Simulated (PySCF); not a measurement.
# Hg···Hg···Hg: what the fields show

The calculation's input:

```
mol = gto.M(atom='''
Hg     2.17685    -0.00002    -0.00000
Hg    -1.08841     1.88521     0.00000
Hg    -1.08844    -1.88520    -0.00000''',
    basis={'Hg': 'def2-SVP'},
    ecp={'Hg': 'def2-SVP'},
    charge=0, spin=0)
mf = dft.RKS(mol, xc='PBE0')
mf.grids.atom_grid = (75, 302)  # f atoms: at least (60, 302), unpruned
mf = mf.density_fit()  # Hg def2-universal-JKFIT
mf.conv_tol = 1e-09; mf.max_cycle = 55
mf.kernel(dm0)
```

Launched as:

```sh
OMP_NUM_THREADS=2 python run.py
```

Core potentials replace the inner electrons of Hg.

Level of theory: PySCF 2.14.0, RKS PBE0, Hg def2-SVP with ECP60; non-relativistic Hamiltonian with scalar-relativistic core potentials where named; density fitting.

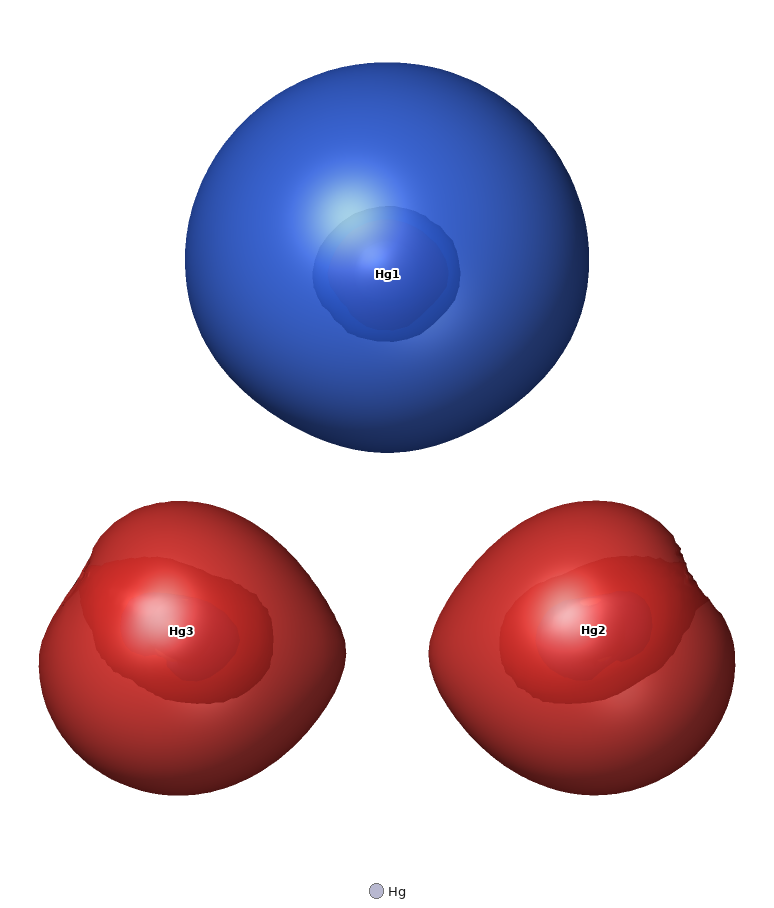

Figure 1. The HOMO at ±0.08 Å⁻³ᐟ² (blue and red are the two phases), seen across its widest extent.

Question: What is the character of this orbital?

Answer: Its weight (Hirshfeld) is mainly on Hg1 (about 65 %), Hg2 (about 20 %) and Hg3 (about 20 %). It is one of a degenerate set, so its orientation is arbitrary. Its energy is −7.15 eV.

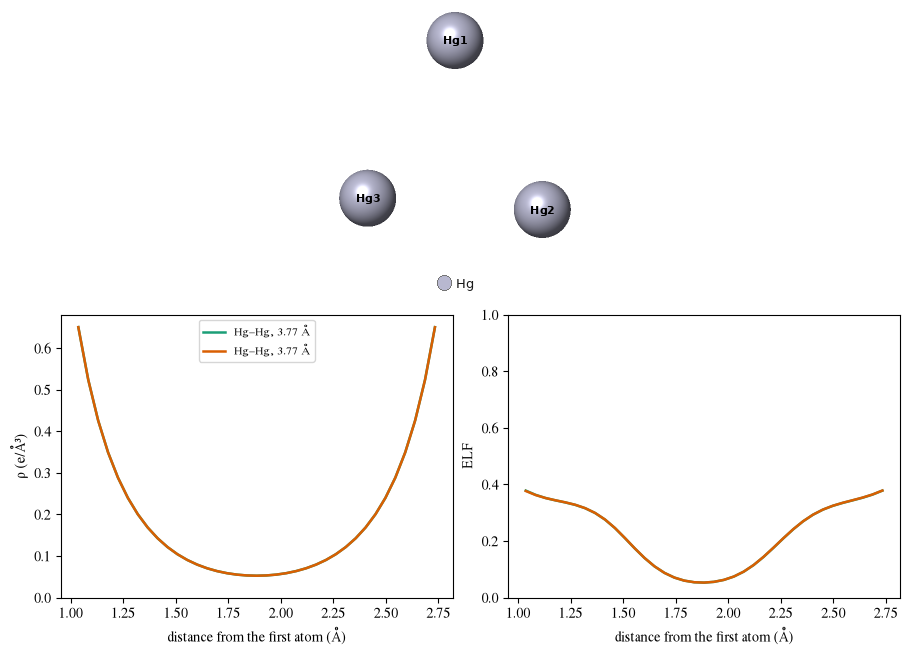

Figure 2. Electron density and ELF along straight lines between neighbouring atoms. The curves leave out the atomic cores. The structure is drawn too.

Question: Compare the contacts.

Answer: Hg1···Hg2 (3.77 Å): the density falls to about 0.05 e/Å³ on the way; the ELF dips to about 0.05 between them.
Hg1···Hg3 (3.77 Å): the density falls to about 0.05 e/Å³ on the way; the ELF dips to about 0.05 between them.
